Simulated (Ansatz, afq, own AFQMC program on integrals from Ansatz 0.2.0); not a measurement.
# SiH₃+ (triplet): quantum Monte Carlo beside coupled cluster at scale of all distances = 1.115, cc-pVDZ

Aim: compute SiH₃+ (triplet) with auxiliary-field quantum Monte Carlo on the same integrals as coupled cluster, and set the energies side by side.

Computed with Ansatz 0.2.0, Gaussian basis, and an in-house AFQMC program (afq) on its integrals; all values are calculated. Level: cc-pVDZ, frozen cores.

The runs, in order: Full CI; PBE (unrestricted); r2SCAN (unrestricted); PBE0 (unrestricted); B3LYP (unrestricted); CCSD(T) on UHF; wB97M-V (unrestricted); B2PLYP (unrestricted); Full CI; Full CI (quintet); CCSDT(Q) on UHF; CCSDTQ on UHF; Phaseless AFQMC, CISD trial on UHF; Phaseless AFQMC, single-determinant trial on UHF.

4 further runs of the same task are left out: 4 that didn't finish.

### Step 1. The system

The geometry derives from a PBE0/def2-TZVP stationary point (not a proven minimum). All distances are scaled together.

4 atoms, charge 1, spin multiplicity 3.

Atoms are counted from 1 here; the program's logs count them from 0.

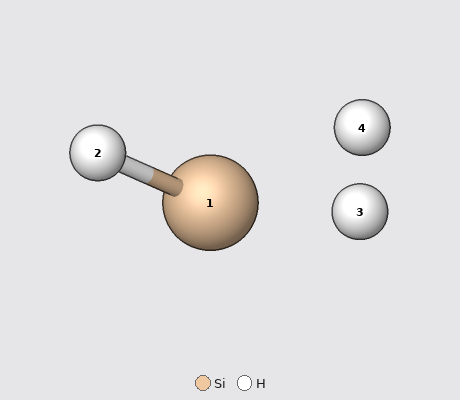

The geometry (silicon light orange, hydrogen white); atoms are numbered from 1 in the order of the file.

Geometry (Å):

```xyz
4

Si    0.00000    0.07543   -0.08776
H     0.00000   -1.36643   -0.91814
H     0.48984   -0.36768    1.68180
H    -0.48984   -0.36768    1.68180
```

### Step 2. Full CI

in.yaml

```yaml
crystal:
  periodic: [false, false, false]
  atoms:
    - {symbol: Si, position_ang: [0.000000, 0.075430, -0.087763]}
    - {symbol: H, position_ang: [0.000000, -1.366429, -0.918140]}
    - {symbol: H, position_ang: [0.489843, -0.367684, 1.681802]}
    - {symbol: H, position_ang: [-0.489843, -0.367684, 1.681802]}
basis:
  gaussian: {orbitals: cc-pVDZ}
total_charge: 1
magnetization: {spin_polarized: false, initial_magnetization: 2}
correlation: {method: fci, electrons: outside_noble_gas}
```

Started as:

```
ansatz run in.yaml --threads 1 --pin off --events-out ev --progress --plain --max-ram 15360MiB --backend cuda --devices 0, --max-vram 18GiB
```

Standard output:

```text
Functional definition: HF
  name "HF"
  cite "Fock, Z. Phys. 61, 126 (1930) doi:10.1007/BF01340294"
  parent pbe
  exchange = exact_x
  correlation = 0
618 factors; integrals over basis functions are off by at most 1.9e-7 eV
mean field evaluation 1: about -7896.7099 eV, gradient 7.1e0 eV
mean field evaluation 2: about -7896.7118 eV, gradient 7.1e0 eV
mean field evaluation 4: about -7897.3894 eV, gradient 9.7e-1 eV
mean field evaluation 8: about -7897.4229 eV, gradient 1.8e-4 eV
mean field -7897.42286429 eV, -290.2249371972 hartree, gradient 2.2e-6 eV, S^2 2.000000; 0 other end points of the search recorded, 0 dependent functions left out
mean field evaluation 16: about -7897.4879 eV, gradient 8.7e-1 eV
5 core orbitals not correlated: weight in the atoms' cores, before any rotation towards them, 1.000 or more for the frozen orbitals, at most 0.000 for the correlated occupied ones
reference -7897.42286429 eV, -290.2249371972 hartree; 4, 2 occupied and 24, 26 virtual orbitals, 618 factors
state -7900.43648454 eV, -290.3356856986 hartree
Total energy: -7900.43648454 eV, -290.3356856986 hartree
```

Run time: 7.5 s. Hardware: 1 × NVIDIA H100 80GB HBM3 with 1 thread of AMD EPYC 7R13 (Zen 3), shared host; peak host memory 1.6 GiB.

From the report: 5,365,800 determinants, symmetry A''.

### Step 3. PBE (unrestricted)

Changes to in.yaml since step 2:

```diff
@@ -10,3 +10,4 @@
 total_charge: 1
-magnetization: {spin_polarized: false, initial_magnetization: 2}
-correlation: {method: fci, electrons: outside_noble_gas}
+magnetization: {spin_polarized: true, initial_magnetization: 2}
+hamiltonian: {xc: {name: PBE}}
+output: {orbitals: {seedname: orbitals}}
```

Started as:

```
ansatz run in.yaml --threads 1 --pin off --events-out ev --progress --plain --max-ram 5120MiB --backend cpu
```

Standard output:

```text
Functional definition: PBE
  name "PBE"
  cite "Perdew, Burke & Ernzerhof, Phys. Rev. Lett. 77, 3865 (1996) doi:10.1103/PhysRevLett.77.3865"
  parent pbe
  parameter kappa = 0.804
  parameter beta = 0.06672455060314922
  exchange = pbe_x(kappa = kappa, mu = beta*pi^2/3)
  correlation = pbe_c(beta = beta)
412 factors; their error is unknown
mean field evaluation 1: about -7908.4019 eV, gradient 8.3e0 eV
mean field evaluation 2: about -7908.6282 eV, gradient 6.7e0 eV
mean field evaluation 4: about -7909.1452 eV, gradient 3.4e-1 eV
mean field evaluation 8: about -7909.1353 eV, gradient 1.4e-2 eV
mean field -7909.13531280 eV, -290.6553617408 hartree, gradient 8.1e-6 eV, S^2 2.003454; 0 other end points of the search recorded, 0 dependent functions left out
reference -7909.13534108 eV, -290.6553627804 hartree; 9, 7 occupied and 24, 26 virtual orbitals, 412 factors
Total energy: -7909.13534108 eV, -290.6553627804 hartree
```

Run time: 0.42 s. Hardware: 1 thread of AMD EPYC 7R13 (Zen 3), shared host; peak memory 1.6 GiB.

From the report: ⟨S²⟩ of the determinant 2.003 (pure triplet: 2.00).

### Step 4. r2SCAN (unrestricted)

Changes to in.yaml since step 3:

```diff
@@ -11,3 +11,2 @@
 magnetization: {spin_polarized: true, initial_magnetization: 2}
-hamiltonian: {xc: {name: PBE}}
-output: {orbitals: {seedname: orbitals}}
+hamiltonian: {xc: {name: r2SCAN}}
```

Launched as before.

Standard output:

```text
Functional definition: r2SCAN
  name "r2SCAN"
  cite "Furness, Kaplan, Ning, Perdew & Sun, J. Phys. Chem. Lett. 11, 8208 (2020) doi:10.1021/acs.jpclett.0c02405"
  cite "Furness, Kaplan, Ning, Perdew & Sun, J. Phys. Chem. Lett. 11, 9248 (2020) doi:10.1021/acs.jpclett.0c03077"
  parent r2scan
  parameter k0 = 0.174
  parameter k1 = 0.065
  parameter a1 = 4.9479
  exchange = r2scan_x(k0 = k0, k1 = k1, a1 = a1)
  correlation = r2scan_c
412 factors; their error is unknown
mean field evaluation 1: about -7911.9419 eV, gradient 7.2e0 eV
mean field evaluation 2: about -7912.2444 eV, gradient 5.0e0 eV
mean field evaluation 4: about -7912.5295 eV, gradient 2.8e-1 eV
mean field evaluation 8: about -7912.5182 eV, gradient 1.4e-2 eV
mean field evaluation 16: about -7912.5182 eV, gradient 2.4e-5 eV
mean field -7912.51817922 eV, -290.7796797888 hartree, gradient 2.4e-5 eV, S^2 2.007023; 0 other end points of the search recorded, 0 dependent functions left out
reference -7912.51818903 eV, -290.7796801493 hartree; 9, 7 occupied and 24, 26 virtual orbitals, 412 factors
Total energy: -7912.51818903 eV, -290.7796801493 hartree
```

Wall time 1 s (1 thread of AMD EPYC 7R13 (Zen 3), shared host); peak memory 1.6 GiB.

From the report: ⟨S²⟩ of the determinant 2.007 (pure triplet: 2.00).

### Step 5. PBE0 (unrestricted)

Changes to in.yaml since step 4:

```diff
@@ -11,2 +11,3 @@
 magnetization: {spin_polarized: true, initial_magnetization: 2}
-hamiltonian: {xc: {name: r2SCAN}}
+hamiltonian: {xc: {name: PBE0}}
+output: {orbitals: {seedname: orbitals}}
```

Launched as before.

Standard output:

```text
Functional definition: PBE0
  name "PBE0"
  cite "Adamo & Barone, J. Chem. Phys. 110, 6158 (1999) doi:10.1063/1.478522"
  cite "Perdew, Burke & Ernzerhof, Phys. Rev. Lett. 77, 3865 (1996) doi:10.1103/PhysRevLett.77.3865"
  parent pbe
  parameter a = 0.25
  parameter kappa = 0.804
  parameter beta = 0.06672455060314922
  exchange = (1 - a)*pbe_x(kappa = kappa, mu = beta*pi^2/3) + a*exact_x
  correlation = pbe_c(beta = beta)
315 factors; integrals over basis functions are off by at most 1.2e-3 eV
mean field evaluation 1: about -7909.4119 eV, gradient 6.1e0 eV
mean field evaluation 2: about -7909.7555 eV, gradient 2.9e0 eV
mean field evaluation 4: about -7909.8517 eV, gradient 2.2e-1 eV
mean field evaluation 8: about -7909.8510 eV, gradient 4.8e-3 eV
mean field -7909.85102874 eV, -290.6816638165 hartree, gradient 7.8e-5 eV, S^2 2.005798; 0 other end points of the search recorded, 0 dependent functions left out
reference -7909.85104988 eV, -290.6816645934 hartree; 9, 7 occupied and 24, 26 virtual orbitals, 315 factors
Total energy: -7909.85104988 eV, -290.6816645934 hartree
```

It took 0.7 s on 1 thread of AMD EPYC 7R13 (Zen 3), shared host; peak memory 1.6 GiB.

From the report: ⟨S²⟩ of the determinant 2.006 (pure triplet: 2.00).

### Step 6. B3LYP (unrestricted)

Changes to in.yaml since step 5:

```diff
@@ -11,3 +11,2 @@
 magnetization: {spin_polarized: true, initial_magnetization: 2}
-hamiltonian: {xc: {name: PBE0}}
-output: {orbitals: {seedname: orbitals}}
+hamiltonian: {xc: {name: B3LYP}}
```

Same command.

Standard output, cut to the lines that bear on the results:

```text
Functional definition: B3LYP
  name "B3LYP"
  cite "Stephens, Devlin, Chabalowski & Frisch, J. Phys. Chem. 98, 11623 (1994) doi:10.1021/j100096a001"
  cite "Becke, Phys. Rev. A 38, 3098 (1988) doi:10.1103/PhysRevA.38.3098"
  cite "Lee, Yang & Parr, Phys. Rev. B 37, 785 (1988) doi:10.1103/PhysRevB.37.785"
  cite "Vosko, Wilk & Nusair, Can. J. Phys. 58, 1200 (1980) doi:10.1139/p80-159"
[...]
315 factors; integrals over basis functions are off by at most 1.2e-3 eV
[...]
mean field -7913.85944576 eV, -290.8289704251 hartree, gradient 6.3e-5 eV, S^2 2.005448; 0 other end points of the search recorded, 0 dependent functions left out
reference -7913.85962052 eV, -290.8289768474 hartree; 9, 7 occupied and 24, 26 virtual orbitals, 315 factors
Total energy: -7913.85962052 eV, -290.8289768474 hartree
```

It took 0.55 s on 1 thread of AMD EPYC 7R13 (Zen 3), shared host; peak memory 1.6 GiB.

From the report: ⟨S²⟩ of the determinant 2.005 (pure triplet: 2.00).

### Step 7. CCSD(T) on UHF

Changes to in.yaml since step 6:

```diff
@@ -11,2 +11,2 @@
 magnetization: {spin_polarized: true, initial_magnetization: 2}
-hamiltonian: {xc: {name: B3LYP}}
+correlation: {method: ccsd_t, electrons: outside_noble_gas, hamiltonian_folder: ham}
```

Started as:

```
ansatz run in.yaml --threads 1 --pin off --events-out ev --progress --plain --max-ram 15360MiB --backend cuda --devices 0, --max-vram 18GiB
```

Standard output, cut to the lines that bear on the results:

```text
Functional definition: HF
  name "HF"
  cite "Fock, Z. Phys. 61, 126 (1930) doi:10.1007/BF01340294"
  parent pbe
[...]
315 factors; integrals over basis functions are off by at most 1.2e-3 eV
[...]
mean field -7897.51315949 eV, -290.2282554845 hartree, gradient 4.1e-6 eV, S^2 2.017451; 1 other end points of the search recorded, 0 dependent functions left out
determinant -7897.51315949 eV, -290.2282554845 hartree, with singles and doubles -7900.34592291 eV, -290.3323576202 hartree
determinant -7894.43239753 eV, -290.1150395708 hartree, with singles and doubles -7897.39092677 eV, -290.2237635149 hartree
5 core orbitals not correlated: weight in the atoms' cores, before any rotation towards them, 1.000 or more for the frozen orbitals, at most 0.000 for the correlated occupied ones
reference -7897.51315949 eV, -290.2282554845 hartree; 4, 2 occupied and 24, 26 virtual orbitals, 315 factors
second order -2.10645318 eV of doubles, -0.00000000 eV of singles
cycle   1  -2.83285818 eV  change   -9.5e-5 eV  update   6.1e-4
[...]
cycle   7  -2.83305149 eV  change   -1.9e-6 eV  update   2.7e-6
perturbative correction -0.06493542 eV, -0.0023863327 hartree
Total energy: -7900.41114640 eV, -290.3347545390 hartree
```

It took 4 s on 1 × NVIDIA H100 80GB HBM3 with 1 thread of AMD EPYC 7R13 (Zen 3), shared host; peak host memory 1.6 GiB.

From the report: ⟨S²⟩ of the determinant 2.017 (pure triplet: 2.00); correlation -2.8980 eV; T1 0.021; largest double amplitude 0.07.

This run also writes the integrals to the folder ham.

### Step 8. wB97M-V (unrestricted)

Changes to in.yaml since step 7:

```diff
@@ -11,2 +11,3 @@
 magnetization: {spin_polarized: true, initial_magnetization: 2}
-correlation: {method: ccsd_t, electrons: outside_noble_gas, hamiltonian_folder: ham}
+hamiltonian: {xc: {name: wB97M-V}}
+output: {orbitals: {seedname: orbitals}}
```

Started as:

```
ansatz run in.yaml --threads 1 --pin off --events-out ev --progress --plain --max-ram 5120MiB --backend cpu
```

Standard output, cut to the lines that bear on the results:

```text
Functional definition: wB97M-V
  name "wB97M-V"
  cite "Mardirossian & Head-Gordon, J. Chem. Phys. 144, 214110 (2016) doi:10.1063/1.4952647"
  cite "Becke, J. Chem. Phys. 107, 8554 (1997) doi:10.1063/1.475007"
  cite "Vydrov & Van Voorhis, J. Chem. Phys. 133, 244103 (2010) doi:10.1063/1.3521275"
  # Of w^i u^j: cxij and so on, Table III.
[...]
  gx(w, u) = 1 - cx + cx01*u + cx10*w
  gss(w, u) = css00 + css04*u^4 + css10*w + css20*w^2 + css43*w^4*u^3
  gos(w, u) = cos00 + cos10*w + (cos20 + cos21*u)*w^2 + (cos60 + cos61*u)*w^6
[...]
      + integral(e_c_pw_mod_opposite_spin*gos(b97_w_opposite, b97_u_opposite)) + vv10(b, c)
315 factors; integrals over basis functions are off by at most 1.2e-3 eV
123 factors; integrals over basis functions are off by at most 1.0e-5 eV
[...]
mean field -7912.14107829 eV, -290.7658215853 hartree, gradient 2.9e-5 eV, S^2 2.004679; 0 other end points of the search recorded, 0 dependent functions left out
reference -7912.14110900 eV, -290.7658227138 hartree; 9, 7 occupied and 24, 26 virtual orbitals, 315 factors
Total energy: -7912.14110900 eV, -290.7658227138 hartree
```

It took 2.2 s on 1 thread of AMD EPYC 7R13 (Zen 3), shared host; peak memory 1.6 GiB.

From the report: ⟨S²⟩ of the determinant 2.005 (pure triplet: 2.00).

### Step 9. B2PLYP (unrestricted)

Changes to in.yaml since step 8:

```diff
@@ -11,3 +11,3 @@
 magnetization: {spin_polarized: true, initial_magnetization: 2}
-hamiltonian: {xc: {name: wB97M-V}}
-output: {orbitals: {seedname: orbitals}}
+hamiltonian: {xc: {name: B2PLYP}}
+correlation: {electrons: outside_noble_gas}
```

The command is unchanged.

Standard output, cut to the lines that bear on the results:

```text
Functional definition: B2PLYP
  name "B2PLYP"
  cite "Grimme, J. Chem. Phys. 124, 034108 (2006) doi:10.1063/1.2148954"
  cite "Becke, Phys. Rev. A 38, 3098 (1988) doi:10.1103/PhysRevA.38.3098"
  cite "Lee, Yang & Parr, Phys. Rev. B 37, 785 (1988) doi:10.1103/PhysRevB.37.785"
[...]
315 factors; integrals over basis functions are off by at most 1.2e-3 eV
[...]
mean field -7908.85406280 eV, -290.6450259942 hartree, gradient 3.2e-6 eV, S^2 2.010922; 0 other end points of the search recorded, 0 dependent functions left out
5 core orbitals not correlated: weight in the atoms' cores, before any rotation towards them, 1.000 or more for the frozen orbitals, at most 0.000 for the correlated occupied ones
reference -7908.85417370 eV, -290.6450300695 hartree; 4, 2 occupied and 24, 26 virtual orbitals, 315 factors
second order -2.74538906 eV of doubles, -0.00000000 eV of singles
Total energy: -7909.59542875 eV, -290.6722706901 hartree
```

Wall time 0.51 s (1 thread of AMD EPYC 7R13 (Zen 3), shared host); peak memory 1.6 GiB.

From the report: ⟨S²⟩ of the determinant 2.011 (pure triplet: 2.00).

### Step 10. Full CI

in.yaml

```yaml
hamiltonian:
  integrals:
    folder: ../ham
correlation: {method: fci}
```

Started as:

```
ansatz run in.yaml --threads 1 --pin off --events-out ev --progress --plain --max-ram 15360MiB --backend cuda --devices 0, --max-vram 18GiB
```

Standard output:

```text
Functional definition: HF
  name "HF"
  cite "Fock, Z. Phys. 61, 126 (1930) doi:10.1007/BF01340294"
  parent pbe
  exchange = exact_x
  correlation = 0
reference -7897.51315949 eV, -290.2282554845 hartree; 4, 2 occupied and 24, 26 virtual orbitals, 315 factors
state -7900.43687745 eV, -290.3357001378 hartree
Total energy: -7900.43687745 eV, -290.3357001378 hartree
```

Run time: 7.5 s. Hardware: 1 × NVIDIA H100 80GB HBM3 with 1 thread of AMD EPYC 7R13 (Zen 3), shared host; peak host memory 1.6 GiB.

From the report: 3,871,260 determinants.

### Step 11. Full CI (quintet)

in.yaml

```yaml
crystal:
  periodic: [false, false, false]
  atoms:
    - {symbol: Si, position_ang: [0.000000, 0.075430, -0.087763]}
    - {symbol: H, position_ang: [0.000000, -1.366429, -0.918140]}
    - {symbol: H, position_ang: [0.489843, -0.367684, 1.681802]}
    - {symbol: H, position_ang: [-0.489843, -0.367684, 1.681802]}
basis:
  gaussian: {orbitals: cc-pVDZ}
total_charge: 1
magnetization: {spin_polarized: false, initial_magnetization: 4}
correlation: {method: fci, electrons: outside_noble_gas}
```

The command is unchanged.

Standard output:

```text
Functional definition: HF
  name "HF"
  cite "Fock, Z. Phys. 61, 126 (1930) doi:10.1007/BF01340294"
  parent pbe
  exchange = exact_x
  correlation = 0
620 factors; integrals over basis functions are off by at most 1.2e-7 eV
mean field evaluation 1: about -7889.8094 eV, gradient 7.9e0 eV
mean field evaluation 2: about -7889.8136 eV, gradient 7.9e0 eV
mean field evaluation 4: about -7890.9510 eV, gradient 1.9e0 eV
mean field evaluation 8: about -7891.1339 eV, gradient 1.7e-1 eV
mean field evaluation 16: about -7890.9902 eV, gradient 2.2e0 eV
mean field -7891.13554815 eV, -289.9938825907 hartree, gradient 2.5e-6 eV, S^2 6.000000; 2 other end points of the search recorded, 0 dependent functions left out
mean field evaluation 32: about -7891.1983 eV, gradient 2.0e-4 eV
5 core orbitals not correlated: weight in the atoms' cores, before any rotation towards them, 1.000 or more for the frozen orbitals, at most 0.000 for the correlated occupied ones
reference -7891.13554815 eV, -289.9938825907 hartree; 5, 1 occupied and 23, 27 virtual orbitals, 620 factors
state -7893.33913603 eV, -290.0748629518 hartree
Total energy: -7893.33913603 eV, -290.0748629518 hartree
```

It took 4 s on 1 × NVIDIA H100 80GB HBM3 with 1 thread of AMD EPYC 7R13 (Zen 3), shared host; peak host memory 1.6 GiB.

From the report: 1,376,496 determinants, symmetry A''.

### Step 12. CCSDT(Q) on UHF

Changes to in.yaml since step 11:

```diff
@@ -10,3 +10,3 @@
 total_charge: 1
-magnetization: {spin_polarized: false, initial_magnetization: 4}
-correlation: {method: fci, electrons: outside_noble_gas}
+magnetization: {spin_polarized: true, initial_magnetization: 2}
+correlation: {method: ccsdt_q, electrons: outside_noble_gas}
```

Launched as before.

Standard output, cut to the lines that bear on the results:

```text
Functional definition: HF
  name "HF"
  cite "Fock, Z. Phys. 61, 126 (1930) doi:10.1007/BF01340294"
  parent pbe
[...]
618 factors; integrals over basis functions are off by at most 1.9e-7 eV
[...]
mean field -7897.51317867 eV, -290.2282561895 hartree, gradient 4.1e-6 eV, S^2 2.017451; 1 other end points of the search recorded, 0 dependent functions left out
determinant -7897.51317867 eV, -290.2282561895 hartree, with singles and doubles -7900.34593921 eV, -290.3323582193 hartree
determinant -7894.43241361 eV, -290.1150401618 hartree, with singles and doubles -7897.39094174 eV, -290.2237640651 hartree
5 core orbitals not correlated: weight in the atoms' cores, before any rotation towards them, 1.000 or more for the frozen orbitals, at most 0.000 for the correlated occupied ones
reference -7897.51317867 eV, -290.2282561895 hartree; 4, 2 occupied and 24, 26 virtual orbitals, 618 factors
second order -2.10648099 eV of doubles, -0.00000000 eV of singles
cycle   1  -2.58274415 eV  change   -4.8e-1 eV  update   6.4e-2
[...]
cycle  15  -2.92165939 eV  change   -3.2e-8 eV  update   4.6e-7
perturbative correction -0.00167390 eV, -0.0000615148 hartree
Total energy: -7900.43651196 eV, -290.3356867063 hartree
```

Run time: 2.6 s. Hardware: 1 × NVIDIA H100 80GB HBM3 with 1 thread of AMD EPYC 7R13 (Zen 3), shared host; peak host memory 1.6 GiB.

From the report: ⟨S²⟩ of the determinant 2.017 (pure triplet: 2.00); correlation -2.9233 eV; T1 0.022; largest double amplitude 0.08.

### Step 13. CCSDTQ on UHF

Changes to in.yaml since step 12:

```diff
@@ -11,2 +11,2 @@
 magnetization: {spin_polarized: true, initial_magnetization: 2}
-correlation: {method: ccsdt_q, electrons: outside_noble_gas}
+correlation: {method: ccsdtq, electrons: outside_noble_gas}
```

Launched as before.

Standard output, cut to the lines that bear on the results:

```text
Functional definition: HF
  name "HF"
  cite "Fock, Z. Phys. 61, 126 (1930) doi:10.1007/BF01340294"
  parent pbe
[...]
618 factors; integrals over basis functions are off by at most 1.9e-7 eV
[...]
mean field -7897.51317867 eV, -290.2282561895 hartree, gradient 4.1e-6 eV, S^2 2.017451; 1 other end points of the search recorded, 0 dependent functions left out
determinant -7897.51317867 eV, -290.2282561895 hartree, with singles and doubles -7900.34593921 eV, -290.3323582193 hartree
determinant -7894.43241361 eV, -290.1150401618 hartree, with singles and doubles -7897.39094174 eV, -290.2237640651 hartree
5 core orbitals not correlated: weight in the atoms' cores, before any rotation towards them, 1.000 or more for the frozen orbitals, at most 0.000 for the correlated occupied ones
reference -7897.51317867 eV, -290.2282561895 hartree; 4, 2 occupied and 24, 26 virtual orbitals, 618 factors
second order -2.10648099 eV of doubles, -0.00000000 eV of singles
cycle   1  -2.58274415 eV  change   -4.8e-1 eV  update   6.4e-2
[...]
cycle  15  -2.92369120 eV  change    3.8e-7 eV  update   6.3e-7
Total energy: -7900.43686987 eV, -290.3356998593 hartree
```

It took 4.8 s on 1 × NVIDIA H100 80GB HBM3 with 1 thread of AMD EPYC 7R13 (Zen 3), shared host; peak host memory 1.6 GiB.

From the report: ⟨S²⟩ of the determinant 2.017 (pure triplet: 2.00); correlation -2.9237 eV; T1 0.022; largest double amplitude 0.08.

[end of part 1 of 2]
